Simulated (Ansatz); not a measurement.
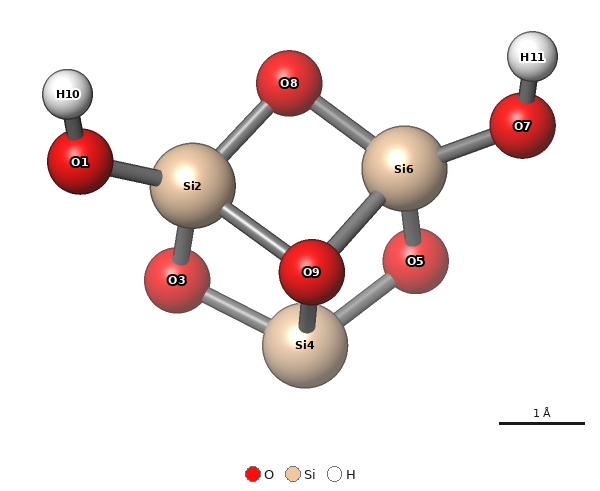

Fig. 1: The starting structure (ball-and-stick view, seen at a tilt; atoms are numbered from 1 in the order of the input). Bond lengths as drawn: H–O 0.98 Å and O–Si 1.60 to 1.87 Å.

**Run report: Si₃H₂O₆ (charge +1), geometry relaxation (part 1 of 2)**

- system: Si₃H₂O₆, charge +1, multiplicity 2
- method: UHF/6-31G* (Ansatz 0.2.0)

Figures and captions count atoms from 1; the log counts them from 0 in places.

The input:
```yaml
crystal:
  periodic: [false, false, false]
  atoms:
    - { symbol: O, position_ang: [-1.83532361, 2.05697809, 0.71394121] }
    - { symbol: Si, position_ang: [-0.9310628, 0.91998259, 0.04058899] }
    - { symbol: O, position_ang: [-1.77589719, -0.2082091, -0.88764759] }
    - { symbol: Si, position_ang: [-0.86865383, -1.56649571, -0.40040144] }
    - { symbol: O, position_ang: [0.71297865, -1.55049294, -1.03571656] }
    - { symbol: Si, position_ang: [1.2778959, -0.27134186, -0.09082293] }
    - { symbol: O, position_ang: [2.7801824, -0.43222989, 0.43936543] }
    - { symbol: O, position_ang: [0.6309661, 1.22844602, -0.53038258] }
    - { symbol: O, position_ang: [-0.20609768, -0.48974169, 0.97542446] }
    - { symbol: H, position_ang: [-1.5042765, 2.91936526, 1.03060848] }
    - { symbol: H, position_ang: [3.34745857, 0.30275924, 0.74197252] }
magnetization:
  spin_polarized: true
  initial_magnetization: 1
total_charge: 1
basis:
  gaussian: { orbitals: "6-31G*" }
hamiltonian:
  xc: hf
relax:
  f_tol: 0.002
  max_steps: 150
```

Run on 4 threads of Arm Neoverse V2, 24 GiB of memory available, shared host.

Run as:
```bash
ansatz run input.yaml --threads 4 --pin off --max-ram 10240MiB --backend cpu --events-out ev --progress --plain --runs-dir out
```

The program's output:
```
The last accepted step is kept in [file] (removed where the run ends without a failure and the disk answers)
Engine: ansatz 0.2.0, aarch64-unknown-linux-gnu
Functional definition: HF
  exchange = exact_x
  correlation = 0
1412 factors; integrals over basis functions are off by at most 3.2e-4 eV
mean field evaluation 1: about -35830.7220 eV, gradient 5.7e1 eV
mean field evaluation 2: about -35830.8472 eV, gradient 5.7e1 eV
mean field evaluation 4: about -35842.8326 eV, gradient 3.5e0 eV
mean field evaluation 8: about -35842.9771 eV, gradient 1.9e-1 eV
mean field -35842.97779084 eV, -1317.2051385703 hartree, gradient 2.4e-5 eV, S^2 0.752752; 0 other end points of the search recorded, 0 dependent functions left out
the calculation of the forces begins
reference -35842.97779084 eV, -1317.2051385703 hartree; 46, 45 occupied and 105, 106 virtual orbitals, 1412 factors
relax step   1: F+E_penalty+E_count = -35842.97779084 eV  Δ(F+E_penalty+E_count) = +0.000e0 eV  max|allowed force component| = 2.407e0 eV/Å  Δτ_max = 0.0000 Å  (43 SCF iters, accepted)
these checks for a lower state are left out or cut short: starts, cluster_reference, orbital_swaps, neighbouring_geometries, increment
1412 factors; integrals over basis functions are off by at most 3.0e-4 eV
mean field evaluation 16: about -35843.3197 eV, gradient 6.5e-4 eV
mean field -35843.31972985 eV, -1317.2177045974 hartree, gradient 2.8e-5 eV, S^2 0.752419; 0 other end points of the search recorded, 0 dependent functions left out
the calculation of the forces begins
reference -35843.31972985 eV, -1317.2177045974 hartree; 46, 45 occupied and 105, 106 virtual orbitals, 1412 factors
relax step   2: F+E_penalty+E_count = -35843.31972985 eV  Δ(F+E_penalty+E_count) = -3.419e-1 eV  max|allowed force component| = 1.123e0 eV/Å  Δτ_max = 0.0515 Å  (37 SCF iters, accepted)
these checks for a lower state are left out or cut short: starts, cluster_reference, orbital_swaps, neighbouring_geometries, increment
1412 factors; integrals over basis functions are off by at most 3.0e-4 eV
mean field -35843.42670227 eV, -1317.2216357612 hartree, gradient 2.1e-5 eV, S^2 0.752114; 0 other end points of the search recorded, 0 dependent functions left out
the calculation of the forces begins
reference -35843.42670227 eV, -1317.2216357612 hartree; 46, 45 occupied and 105, 106 virtual orbitals, 1412 factors
relax step   3: F+E_penalty+E_count = -35843.42670227 eV  Δ(F+E_penalty+E_count) = -1.070e-1 eV  max|allowed force component| = 1.480e-1 eV/Å  Δτ_max = 0.0404 Å  (38 SCF iters, accepted)
these checks for a lower state are left out or cut short: starts, cluster_reference, orbital_swaps, neighbouring_geometries, increment
1412 factors; integrals over basis functions are off by at most 3.0e-4 eV
mean field evaluation 32: about -35843.4297 eV, gradient 2.7e-5 eV
mean field -35843.42970769 eV, -1317.2217462085 hartree, gradient 2.7e-5 eV, S^2 0.752121; 0 other end points of the search recorded, 0 dependent functions left out
the calculation of the forces begins
reference -35843.42970769 eV, -1317.2217462085 hartree; 46, 45 occupied and 105, 106 virtual orbitals, 1412 factors
relax step   4: F+E_penalty+E_count = -35843.42970769 eV  Δ(F+E_penalty+E_count) = -3.005e-3 eV  max|allowed force component| = 1.839e-1 eV/Å  Δτ_max = 0.0057 Å  (31 SCF iters, accepted)
these checks for a lower state are left out or cut short: starts, cluster_reference, orbital_swaps, neighbouring_geometries, increment
1412 factors; integrals over basis functions are off by at most 2.9e-4 eV
mean field -35843.42234371 eV, -1317.2214755872 hartree, gradient 2.0e-5 eV, S^2 0.752069; 0 other end points of the search recorded, 0 dependent functions left out
the calculation of the forces begins
reference -35843.42234371 eV, -1317.2214755872 hartree; 46, 45 occupied and 105, 106 virtual orbitals, 1412 factors
relax step   5: F+E_penalty+E_count = -35843.42234371 eV  Δ(F+E_penalty+E_count) = +7.364e-3 eV  max|allowed force component| = 4.295e-1 eV/Å  Δτ_max = 0.0610 Å  (37 SCF iters, rejected (line search))
these checks for a lower state are left out or cut short: starts, cluster_reference, orbital_swaps, neighbouring_geometries, increment
1412 factors; integrals over basis functions are off by at most 2.9e-4 eV
mean field -35843.43510281 eV, -1317.2219444752 hartree, gradient 2.8e-5 eV, S^2 0.752139; 0 other end points of the search recorded, 0 dependent functions left out
the calculation of the forces begins
reference -35843.43510281 eV, -1317.2219444752 hartree; 46, 45 occupied and 105, 106 virtual orbitals, 1412 factors
relax step   6: F+E_penalty+E_count = -35843.43510281 eV  Δ(F+E_penalty+E_count) = -5.395e-3 eV  max|allowed force component| = 1.309e-1 eV/Å  Δτ_max = 0.0283 Å  (35 SCF iters, accepted)
these checks for a lower state are left out or cut short: starts, cluster_reference, orbital_swaps, neighbouring_geometries, increment
1412 factors; integrals over basis functions are off by at most 2.9e-4 eV
mean field -35843.43570221 eV, -1317.2219665029 hartree, gradient 1.4e-5 eV, S^2 0.752124; 0 other end points of the search recorded, 0 dependent functions left out
the calculation of the forces begins
reference -35843.43570221 eV, -1317.2219665029 hartree; 46, 45 occupied and 105, 106 virtual orbitals, 1412 factors
relax step   7: F+E_penalty+E_count = -35843.43570221 eV  Δ(F+E_penalty+E_count) = -5.994e-4 eV  max|allowed force component| = 5.683e-2 eV/Å  Δτ_max = 0.0074 Å  (32 SCF iters, accepted)
these checks for a lower state are left out or cut short: starts, cluster_reference, orbital_swaps, neighbouring_geometries, increment
1412 factors; integrals over basis functions are off by at most 2.9e-4 eV
mean field -35843.43605117 eV, -1317.2219793269 hartree, gradient 2.6e-5 eV, S^2 0.752120; 0 other end points of the search recorded, 0 dependent functions left out
the calculation of the forces begins
reference -35843.43605117 eV, -1317.2219793269 hartree; 46, 45 occupied and 105, 106 virtual orbitals, 1412 factors
relax step   8: F+E_penalty+E_count = -35843.43605117 eV  Δ(F+E_penalty+E_count) = -3.490e-4 eV  max|allowed force component| = 2.581e-2 eV/Å  Δτ_max = 0.0106 Å  (31 SCF iters, accepted)
these checks for a lower state are left out or cut short: starts, cluster_reference, orbital_swaps, neighbouring_geometries, increment
1412 factors; integrals over basis functions are off by at most 2.9e-4 eV
mean field evaluation 64: about -35843.4361 eV, gradient 2.6e-5 eV
mean field -35843.43609516 eV, -1317.2219809435 hartree, gradient 2.6e-5 eV, S^2 0.752126; 0 other end points of the search recorded, 0 dependent functions left out
the calculation of the forces begins
reference -35843.43609516 eV, -1317.2219809435 hartree; 46, 45 occupied and 105, 106 virtual orbitals, 1412 factors
relax step   9: F+E_penalty+E_count = -35843.43609516 eV  Δ(F+E_penalty+E_count) = -4.399e-5 eV  max|allowed force component| = 1.314e-2 eV/Å  Δτ_max = 0.0039 Å  (30 SCF iters, accepted)
these checks for a lower state are left out or cut short: starts, cluster_reference, orbital_swaps, neighbouring_geometries, increment
1412 factors; integrals over basis functions are off by at most 2.9e-4 eV
mean field -35843.43610568 eV, -1317.2219813302 hartree, gradient 1.2e-5 eV, S^2 0.752123; 0 other end points of the search recorded, 0 dependent functions left out
the calculation of the forces begins
reference -35843.43610568 eV, -1317.2219813302 hartree; 46, 45 occupied and 105, 106 virtual orbitals, 1412 factors
relax step  10: F+E_penalty+E_count = -35843.43610568 eV  Δ(F+E_penalty+E_count) = -1.052e-5 eV  max|allowed force component| = 7.252e-3 eV/Å  Δτ_max = 0.0043 Å  (32 SCF iters, accepted)
these checks for a lower state are left out or cut short: starts, cluster_reference, orbital_swaps, neighbouring_geometries, increment
1412 factors; integrals over basis functions are off by at most 2.9e-4 eV
mean field -35843.43611723 eV, -1317.2219817546 hartree, gradient 1.1e-5 eV, S^2 0.752124; 0 other end points of the search recorded, 0 dependent functions left out
the calculation of the forces begins
reference -35843.43611723 eV, -1317.2219817546 hartree; 46, 45 occupied and 105, 106 virtual orbitals, 1412 factors
relax step  11: F+E_penalty+E_count = -35843.43611723 eV  Δ(F+E_penalty+E_count) = -1.155e-5 eV  max|allowed force component| = 9.753e-4 eV/Å  Δτ_max = 0.0023 Å  (31 SCF iters, accepted)
```

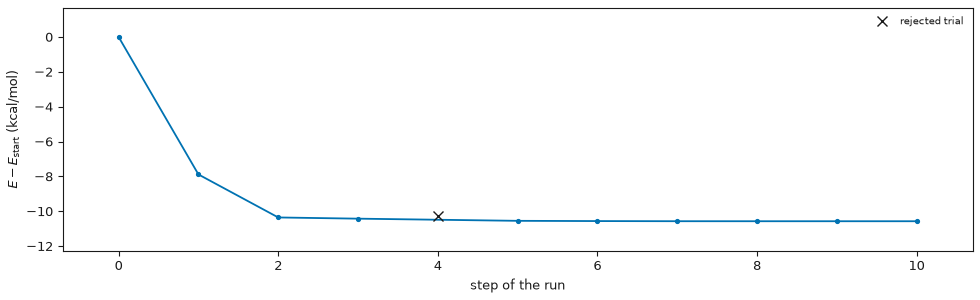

Fig. 2: Progress of the relaxation, step by step (the first geometry is step 0 here and step 1 in the log).

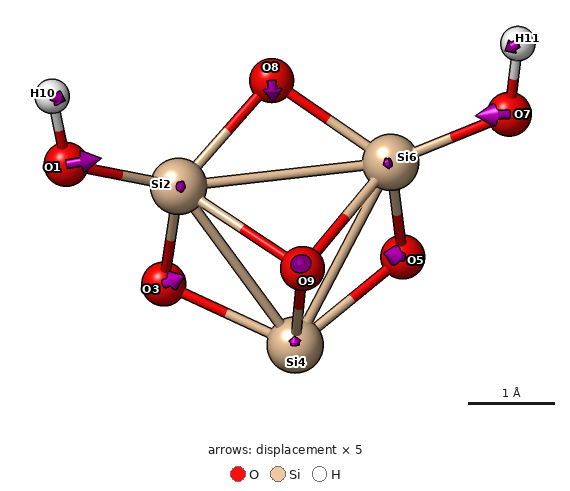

Fig. 3: The starting structure with the displacements as pink arrows, magnified 5 times (ball-and-stick view, seen at a tilt). The two geometries are laid on each other by the best rigid fit. The energy falls by 10.6 kcal/mol in 10 geometry steps. Largest force component: 2.4 eV/Å at the start, 0.00097 eV/Å at the end. The line search rejected the trial step at point 4 (counted from 0) and went back. The largest moves after the best rigid fit, 0.087 Å, are those of O1 and O7. By element the largest moves are O 0.087 Å, H 0.038 Å, Si 0.024 Å. Distances before and after: Si4–O9 1.868 → 1.813 Å, Si2–O9 1.840 → 1.789 Å, O3–Si4 1.705 → 1.654 Å, O5–Si6 1.688 → 1.640 Å. Among the angles that change: Si6–O7–H11 124.9° → 129.4°, O1–Si2–O3 115.0° → 118.0°, O1–Si2–Si6 148.8° → 146.5°. (Atoms are counted from 1 in the order of the input.)

```
1412 factors; integrals over basis functions are off by at most 2.9e-4 eV
mean field -35843.43611723 eV, -1317.2219817546 hartree, gradient 1.1e-5 eV, S^2 0.752124; 1 other end points of the search recorded, 0 dependent functions left out
the calculation of the forces begins
reference -35843.43611723 eV, -1317.2219817546 hartree; 46, 45 occupied and 105, 106 virtual orbitals, 1412 factors
Total energy: -35843.43611723 eV, -1317.2219817546 hartree
Atom 0 at    -1.755136     2.025698     0.729437 Å, force    -0.000299     0.000156     0.000392 eV/Å
Atom 1 at    -0.918050     0.905639     0.030108 Å, force     0.000825    -0.000104    -0.000240 eV/Å
Atom 2 at    -1.720729    -0.212609    -0.861318 Å, force    -0.000252    -0.000878     0.000042 eV/Å
Atom 3 at    -0.857278    -1.545592    -0.398680 Å, force     0.000138     0.000367    -0.000975 eV/Å
Atom 4 at     0.681660    -1.508250    -1.004237 Å, force    -0.000594    -0.000696     0.000064 eV/Å
Atom 5 at     1.257884    -0.267873    -0.099339 Å, force    -0.000551     0.000645    -0.000158 eV/Å
Atom 6 at     2.711829    -0.383398     0.463695 Å, force     0.000328    -0.000181     0.000355 eV/Å
Atom 7 at     0.604823     1.179944    -0.530088 Å, force     0.000114     0.000208     0.000037 eV/Å
```
